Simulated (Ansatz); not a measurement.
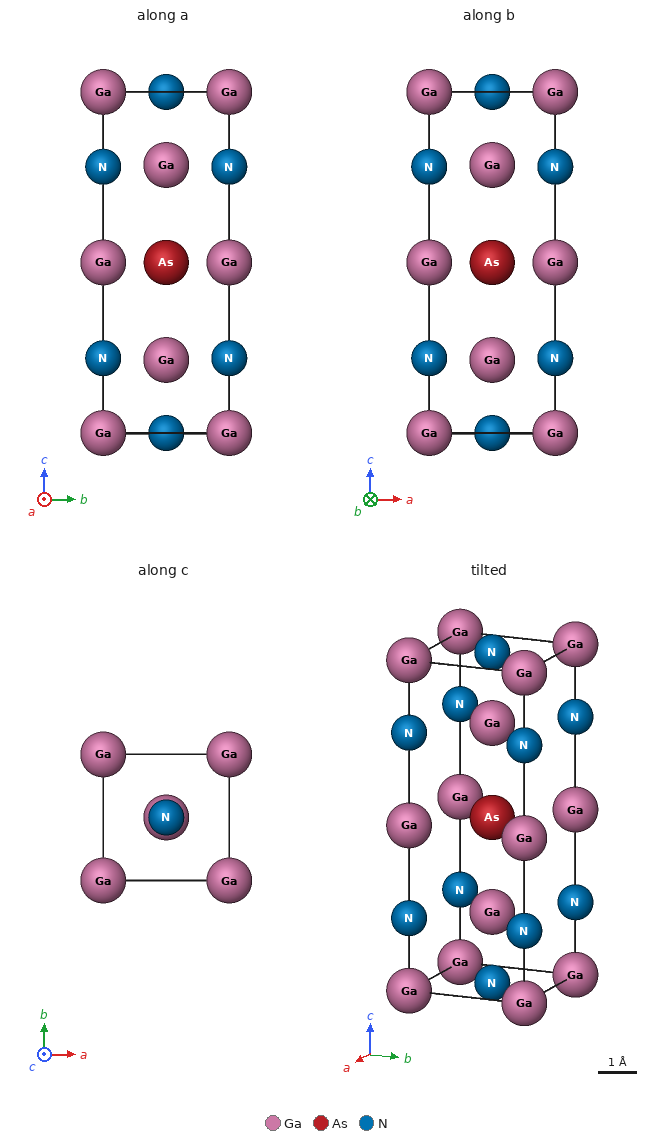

Drawn in the spheres-only manner and seen along the a axis, along the b axis, along the c axis and slightly off an axis. One conventional unit cell is framed, with atoms on its boundary repeated.

Lattice parameters: a = 3.349 Å, b = 3.349 Å, c = 9.063 Å, α = 90.00°, β = 90.00°, γ = 90.00°.

> Set out the cell and atoms as a table of Wyckoff sites, with free fractional coordinates to two decimals.

Space group P4/mmm (No. 123).
```tsv
atom	site	x	y	z
Ga	1a	0.00	0.00	0.00
Ga	2h	0.50	0.50	0.21
Ga	1b	0.00	0.00	0.50
As	1d	0.50	0.50	0.50
N	2g	0.00	0.00	0.78
N	1c	0.50	0.50	0.00
```

The model was built from a structure type filled with these elements by a generator (whether the compound takes this form wasn't checked). The structure drawn was relaxed with DFT PBE, scalar-relativistic, plane waves, PAW in Ansatz.
